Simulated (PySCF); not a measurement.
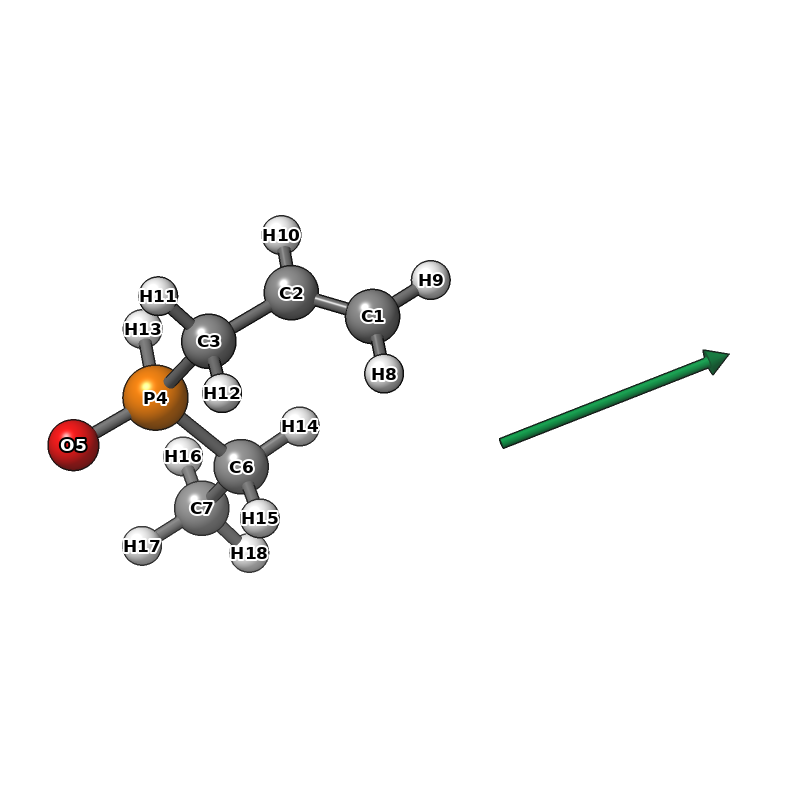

The arrow beside the molecule shows the direction of the dipole moment, from the negative to the positive end (its length means nothing). The computed structure is the end point of a GFN2-xTB optimisation. No frequency run is at hand to confirm it as a minimum. Method: B3LYP/def2-SVPD, gas phase (PySCF 2.14.0).

Question: Estimate the dipole moment.

Answer: 4.09 D; it points from the side of O5 to the side of H9 (the outermost atoms at the two ends).

The geometry is semi-empirical. Around P such bond lengths and angles can be off by a tenth of an ångström or more and by several degrees, and values that hang on the shape move with them.
